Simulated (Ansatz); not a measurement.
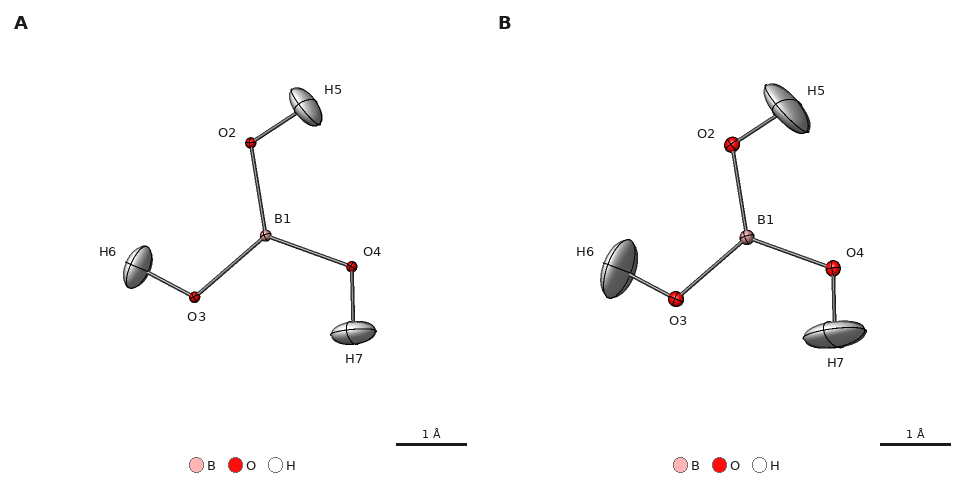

Displacement ellipsoids at the 50 % level, scaled by 1.5, from the internal vibrations of the free molecule (harmonic, no overall translation or rotation; no half-axis is drawn under 0.075 Å). Vibrations computed with RKS PBE0-D4/def2-TZVP (Ansatz 0.2.0). One panel is for 200 K, the other for 900 K.

Question: Which panel is for 900 K?

Answer: B.

Question: How much does the mean-square displacement of H5 grow, and why?

Answer: U_eq goes from 0.0189 to 0.0413 Å², a factor of 2.2. Modes below kT (626 cm⁻¹ at 900 K) grow about in proportion to T, and the lowest lies at 428 cm⁻¹; the mean-square amplitude of a mode is its zero-point value times coth(ħω/2kT), which comes close to 1 only above about 3kT.
